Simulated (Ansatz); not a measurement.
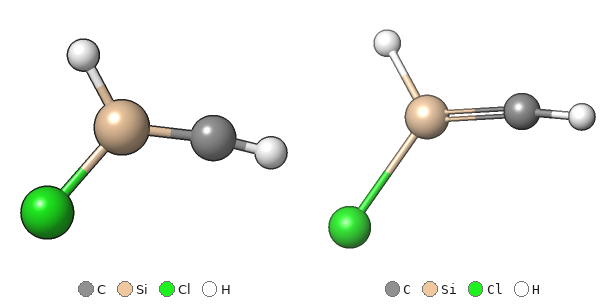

The same structure drawn twice, from different directions.

Charge 0, doublet. The computed structure is the end point of a PBE0-D4/def2-TZVP optimisation. No frequency run is at hand to confirm it as a minimum.

Description:

The molecule is CH2ClSi. As SMILES it reads `[H]/[C]=[SiH]\Cl`. Among its groups: Si–H bond. This geometry has Cs symmetry. It is an open-shell species. All atoms lie on one plane. Coordination: 1 C linear; 1 Si trigonal planar.

The parts below concern this one geometry. Atoms keep their numbers from picture to picture.

## Geometry

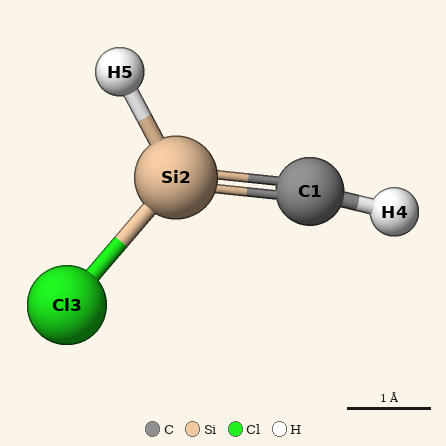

The atoms are numbered. No frequency run is at hand to confirm it as a minimum.

Give the bond lengths.

```csv
bond,length (Å),order
C1–Si2,1.658,double
C1–H4,1.072,single
Si2–Cl3,2.032,single
Si2–H5,1.469,single
```

## Electronic properties

No frequency run is at hand to confirm it as a minimum. Properties computed with UKS PBE0-D4/def2-TZVPP (Ansatz 0.2.0).

Question: What is the HOMO energy (Kohn–Sham orbital)?

Answer: −6.61 eV.

Question: What is the ⟨S²⟩ of the determinant?

Answer: 0.770.

## Dipole moment

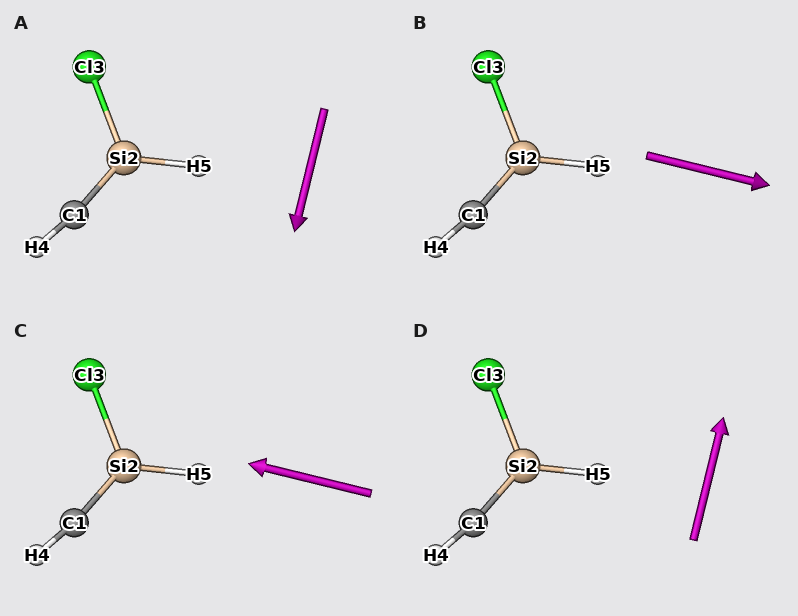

The same molecule four times, each with an arrow. No frequency run is at hand to confirm it as a minimum. Method: UKS PBE0-D4/def2-TZVP (Ansatz 0.2.0).

Question: Which arrow points along the dipole moment, from the negative to the positive end?

Answer: B. The dipole moment is 0.67 D; it points from the side of H4 to the side of H5 (the outermost atoms at the two ends).

## Charges

The questions are on Mulliken charges. No frequency run is at hand to confirm it as a minimum. Method: UKS PBE0-D4/def2-TZVP (Ansatz 0.2.0).

Question: Which atom carries the highest charge (most positive or least negative)?

Answer: Si2 (0.33 e).

Question: And the lowest?

Answer: C1 (−0.35 e).

List the Mulliken charges.

```json
{"atom": "C1", "value (e)": "−0.35"}
{"atom": "Si2", "value (e)": "0.33"}
{"atom": "Cl3", "value (e)": "−0.20"}
{"atom": "H4", "value (e)": "0.19"}
{"atom": "H5", "value (e)": "0.03"}
```

Mulliken values depend strongly on the basis set and can even reverse the polarity of a bond.
